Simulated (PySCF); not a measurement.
C7H8OSi, SMILES O=Cc1ccccc1[SiH3], GFN2-xTB optimised geometry. Atoms within 1.6 Å of the plane z = 0.0 Å (x, y, z in Å): O1 (-1.02, -2.84, 0.00), C2 (-1.63, -1.79, 0.00), C3 (-0.97, -0.50, 0.00), C4 (-1.70, 0.69, 0.00), C5 (-1.03, 1.90, 0.00), C6 (0.36, 1.92, 0.00), C7 (1.07, 0.73, 0.00), C8 (0.43, -0.50, 0.00), Si9 (1.37, -2.14, 0.00), H10 (-2.73, -1.77, 0.00), H11 (-2.78, 0.66, 0.00), H12 (-1.59, 2.83, 0.00), H13 (0.88, 2.86, 0.00), H14 (2.15, 0.76, 0.00), H15 (1.17, -2.86, 1.25), H16 (2.78, -1.70, 0.00), H17 (1.16, -2.86, -1.25).

Level of theory: PBE0/def2-SVP (PySCF). Cells within 0.4 Å of a nucleus heavier than hydrogen are left out (blank, or x).

Map of the log10 of the electron density (e/bohr³), floored at −4 on the plane z = 0.0 Å:

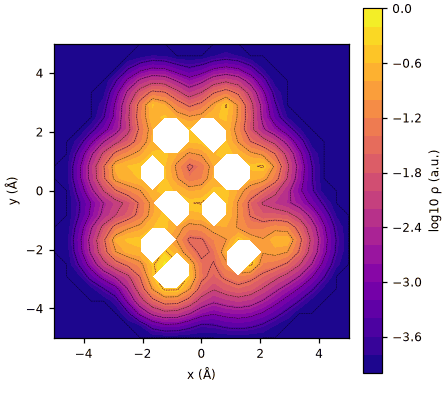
Log10 of the electron density (e/bohr³), floored at −4 on the plane z = 0.0 Å.
